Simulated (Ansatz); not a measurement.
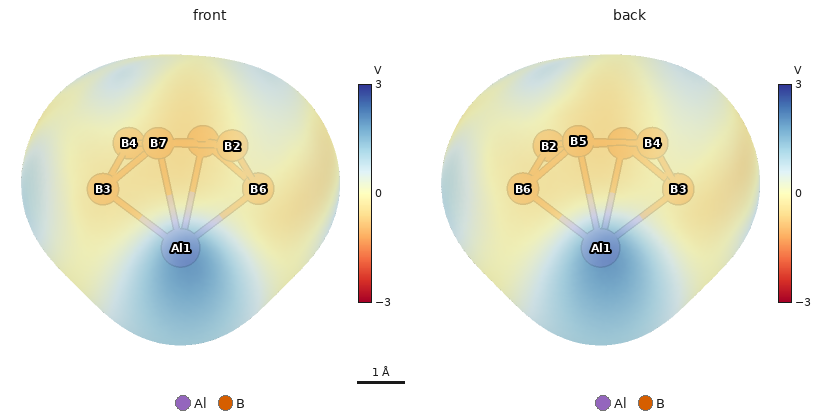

*AlB6 (doublet). The molecular electrostatic potential painted on the density surface at 0.002 e/bohr³, seen from the front and from behind; the colour scale runs from red (negative) to blue (positive).*

Geometry: r2SCAN-D4/def2-SVP; ⟨S²⟩ = 0.81, above the pure value of 0.75; not at a stationary point (largest force 0.6 eV/Å).

Method: Ansatz 0.2.0, UKS PBE0-D4/def2-TZVP.

The calculation's input:

```
crystal:
  periodic: [false, false, false]
  atoms:
    - {symbol: Al, position_ang: [0.265120, 0.439217, -1.552063]}
    - {symbol: B, position_ang: [-1.412623, 0.434764, 0.486303]}
    - {symbol: B, position_ang: [1.561391, 0.691759, 0.066076]}
    - {symbol: B, position_ang: [1.226367, -0.743362, 0.604531]}
    - {symbol: B, position_ang: [-0.318824, -0.996622, 0.315799]}
    - {symbol: B, position_ang: [-1.439361, -0.489850, -0.781007]}
    - {symbol: B, position_ang: [0.117931, 0.664095, 0.860361]}
basis:
  gaussian: {orbitals: def2-TZVP, initial_orbitals: start.molden}
magnetization: {spin_polarized: true, initial_magnetization: 1}
hamiltonian: {xc: pbe0, dispersion: d4}
scf: {omitted_lower_state_checks: [starts]}
output: {forces: true, orbitals: {seedname: orbitals}}
```

Run with:

```sh
ansatz run in.yaml --threads 2 --pin off --events-out ev --progress --plain --max-ram 32768MiB --backend cpu
```

**Describe the electrostatic potential map.**

The most negative region (about −0.5 V) lies over B2, the most positive (about +2.0 V) over Al1.
